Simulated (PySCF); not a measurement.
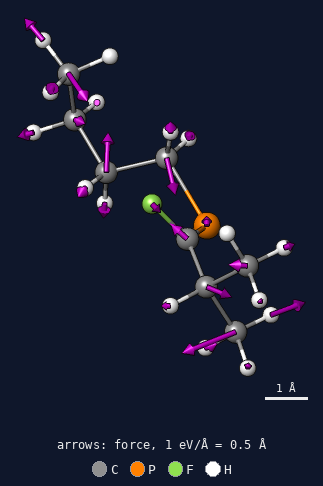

Starting geometry of C$_{8}$H$_{16}$FP with the computed forces as purple arrows. A ball-and-stick model, seen from a free direction.

The start comes from GFN2-xTB. Its atoms were then displaced at random by about 0.01 Å.

Method: PySCF 2.14.0, density-fitted response routines, PBE0-D3(BJ)/def2-SVP geometry optimisation, gas phase. 

**What follows when this structure is relaxed?**

It isn't relaxed: the largest force vector, on a C atom, is 2.91 eV/Å. The final displacements have little in common with the starting forces (cosine between the two patterns 0.11). Over 7 geometry steps the energy falls by 29.0 kJ/mol. An H atom moves most after the best rigid fit: 0.27 Å. Largest moves by element: H 0.27 Å, C 0.16 Å, P 0.14 Å, F 0.11 Å. Among the contacts that change: C–H 1.048 → 1.102 Å, C–P 1.903 → 1.862 Å, C–H 1.135 → 1.102 Å, C–H 1.079 → 1.101 Å. Bond angles that change, for instance: C–C–H 110.1° → 105.2°, C–C–P 109.2° → 113.6°, H–C–H 109.8° → 106.0°. Cost: 5.2 min on 1 thread of Intel(R) Xeon(R) Platinum 8259CL CPU @ 2.50GHz (shared host).
